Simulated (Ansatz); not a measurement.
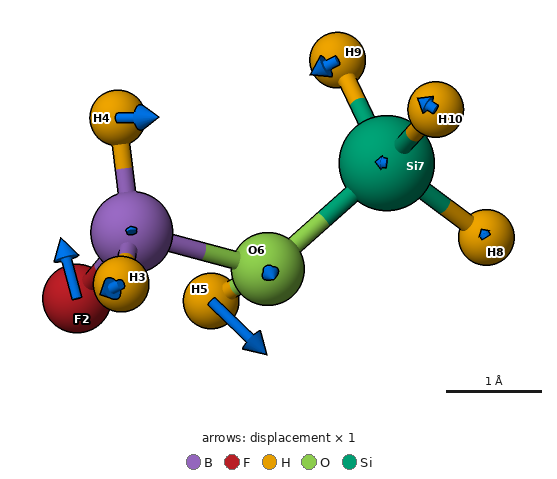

This is a relaxation of BSiH₆OF (started from a transition state, displaced along its imaginary mode). The starting structure is drawn; blue arrows show the displacements, at their true length. The two geometries are superimposed by the best rigid fit.

Style: ball-and-stick. Shown from a free direction.

Method: RKS PBE0-D4/def2-TZVP (Ansatz 0.2.0). (force threshold 0.005 eV/Å; at most 200 steps)

**What did the optimiser do to the structure, and how much energy did it gain?**

Over 20 accepted moves (21 points after the start) the energy falls by 99.5 kJ/mol. Largest force component: 7.5 eV/Å at the start, 0.0011 eV/Å at the end. The line search rejected the trial step at point 8 of the run. The atom that moves furthest after the best rigid fit is an H atom (0.84 Å). Largest moves by element: H 0.84 Å, F 0.69 Å, O 0.20 Å, Si 0.13 Å, B 0.09 Å. Among the contacts that change: H–O 0.880 → 0.963 Å, B–O 1.619 → 1.680 Å, B–F 1.402 → 1.375 Å, H–Si 1.486 → 1.474 Å. Among the angles between lasting bonds that change: B–O–H 75.1° → 111.8°, F–B–O 86.5° → 103.1°, B–O–Si 124.7° → 112.6°. Groups turn about B–O by about 40°.
